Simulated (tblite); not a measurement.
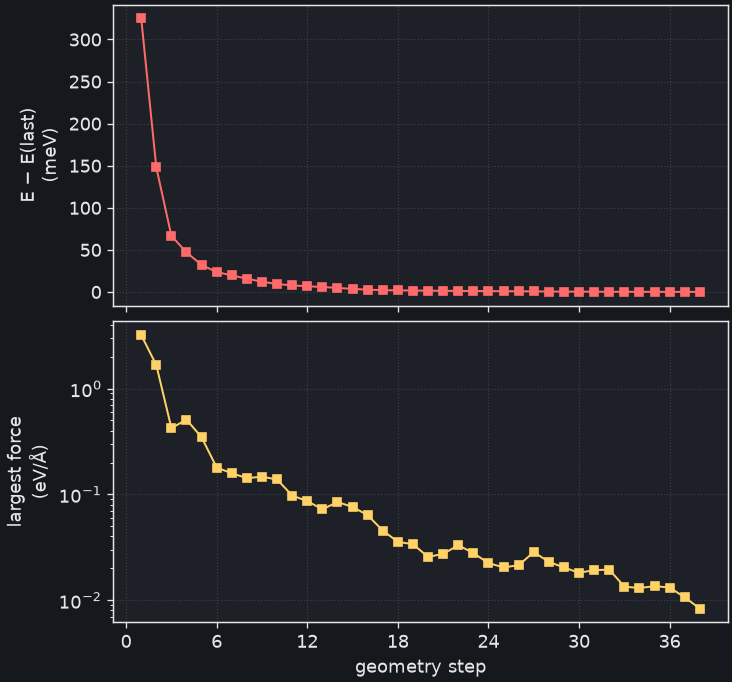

History of a geometry optimisation.

The run: C7H13P (SMILES CC(C)C1=CCPC1), by tblite, GFN2-xTB geometry optimisation, gas phase.

How did it end, and what did it gain?

Answer. The optimisation met its thresholds at geometry 38, counting the start as the first. The energy fell by about 330 meV from the first step to the last. The largest force goes from about 3.2 eV/Å at the start to 8 × 10⁻³ eV/Å at the end.
